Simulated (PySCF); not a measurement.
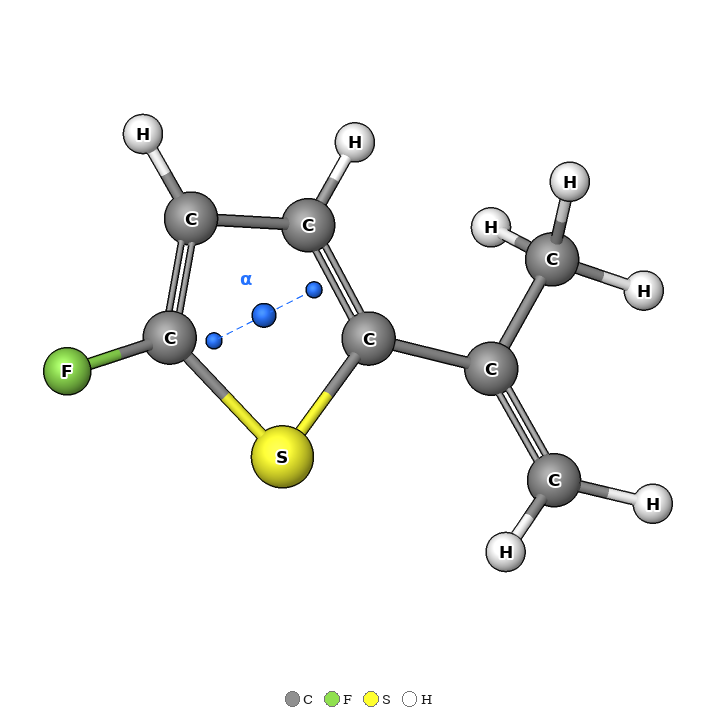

The small points mark where nucleus-independent chemical shifts (NICS) were computed: at the centre of each lettered ring and 1 Å above and below it. Geometry: a frame of a GFN2-xTB molecular-dynamics simulation, not a minimum. Level of theory: GIAO PBE0/pcSseg-1 NMR shielding, non-relativistic, gas phase (PySCF 2.14.0).

Give NICS(0), NICS(1) and the out-of-plane component NICS(1)zz for each ring (means of the two sides).

```json
{"ring": "α", "members": "C4S", "NICS(0)": "−10.3", "NICS(1)": "−8.1", "NICS(1)zz": "−15.7"}
```

Values in ppm.

> What do the values say about the ring currents?

Ring α: diatropic, as in an aromatic ring. NICS is one index among several.
